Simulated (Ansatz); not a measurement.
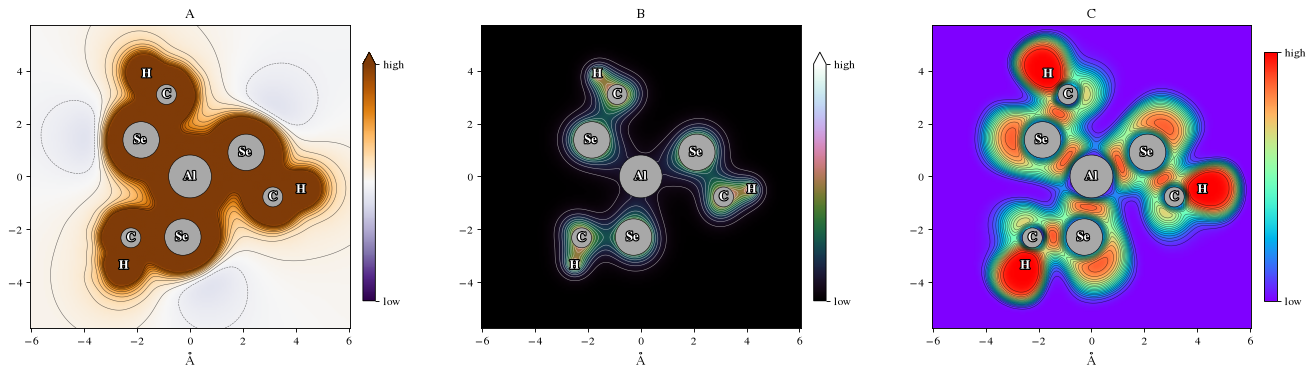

C3H9AlSe3 (SMILES C[Se][Al]([Se]C)[Se]C): 3 fields on the plane of atoms Se2, Al3 and Se6, with unlabelled colour scales. Grey discs cover the atomic cores.

Geometry: PBE0-D4/def2-TZVP.

These are results of RKS PBE0-D4/def2-TZVPP in Ansatz 0.2.0, not measurements.

```yaml
atoms:
  - { symbol: C, position_ang: [2.1085, -0.1816, 2.4354] }
  - { symbol: Se, position_ang: [0.3689, 0.6957, 2.1723] }
  - { symbol: Al, position_ang: [0.0002, 0.0008, 0.0017] }
  - { symbol: Se, position_ang: [1.5592, -1.3252, -1.0668] }
  - { symbol: C, position_ang: [0.6139, -1.5088, -2.7808] }
  - { symbol: Se, position_ang: [-1.9281, 0.6314, -1.1004] }
  - { symbol: C, position_ang: [-2.7274, 1.6853, 0.3541] }
  - { symbol: H, position_ang: [2.0093, -1.2589, 2.3264] }
  - { symbol: H, position_ang: [2.8388, 0.2080, 1.7303] }
  - { symbol: H, position_ang: [2.4166, 0.0569, 3.4515] }
  - { symbol: H, position_ang: [-0.3483, -1.9930, -2.6322] }
  - { symbol: H, position_ang: [1.2456, -2.1341, -3.4087] }
  - { symbol: H, position_ang: [0.4836, -0.5351, -3.2469] }
  - { symbol: H, position_ang: [-2.0854, 2.5249, 0.6095] }
  - { symbol: H, position_ang: [-3.6781, 2.0533, -0.0266] }
  - { symbol: H, position_ang: [-2.9002, 1.0579, 1.2252] }
```

Question: Which field does each panel show? The fields are: electron density, electron localisation function and electrostatic potential.

Answer: Panel A: electrostatic potential (strongly positive close to the atoms and fading to about zero outside). Panel B: electron density. Panel C: electron localisation function. From the grid: C–Se (1.97 Å): the density is about 0.96 e/Å³ at the midpoint; the ELF peaks at about 0.90 between the atoms (a shared electron pair). Al–Se (2.31 Å): ρ at the midpoint is about 0.63 e/Å³; the ELF peaks at about 0.90 between the atoms; a shared but strongly polarised pair.
